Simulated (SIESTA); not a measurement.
Band structure of In (I4/mmm, 1 atom in the cell).

```xyz
1
Lattice="-1.6053 1.6053 2.4555 1.6053 -1.6053 2.4555 1.6053 1.6053 -2.4555" Properties=species:S:1:pos:R:3 pbc="T T T"
In     0.0000     0.0000     0.0000
```

Level of theory: GGA PBE, numerical atomic orbitals TZP, PseudoDojo PBE standard norm-conserving potentials (rewritten from UPF to PSML) in SIESTA.

Settings: XC.functional = GGA; XC.authors = PBE; potentials = PseudoDojo PBE standard; PAO.BasisSize = TZP; PAO.EnergyShift = 0.01 Ry; MeshCutoff = 400 Ry; kgrid.MonkhorstPack = 19 19 19; OccupationFunction = FD; ElectronicTemperature = 1160.45 K; MaxSCFIterations = 150; SCF.Mixer.Method = Pulay; SCF.Mixer.Weight = 0.2; SCF.Mixer.History = 6; SCF.DM.Tolerance = 1.0E-04.

The starting cell comes from a database of computed structures (which also holds hypothetical and non-ambient phases and stackings), without a prior relaxation at this level. Its lattice was rescaled by a random factor within 2.5 % of one. Values carry the incompleteness of an atom-centred basis.

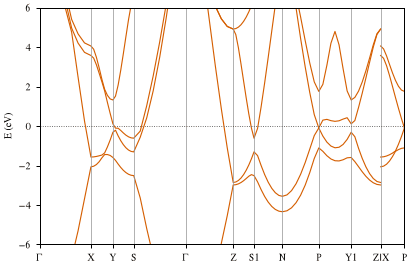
Figure: Bands along the path, energies from the Fermi level.

Levels in eV from the Fermi level, bands 4 to 9:
```
point       4       5      6      7      8      9
-----  ------  ------  -----  -----  -----  -----
Γ      -14.63  -14.55  -9.83  11.02  11.02  11.29
X      -14.47  -14.38  -2.06  -1.57   3.58   4.06
Y      -14.57  -14.46  -1.59  -0.31   0.11   1.32
S      -14.57  -14.48  -2.51  -1.31  -0.61   6.45
Z      -14.45  -14.45  -2.98  -2.86   4.91   4.92
S1     -14.57  -14.48  -2.51  -1.31  -0.61   6.45
N      -14.48  -14.44  -4.34  -3.56   7.80   9.58
P      -14.56  -14.38  -1.11  -0.10  -0.10   1.76
Y1     -14.57  -14.46  -1.59  -0.31   0.11   1.32
```

Bands cross the Fermi level along this path, so the cell is metallic at this level.

Higher empty bands are left out: an atom-centred basis made for the valence describes them poorly.
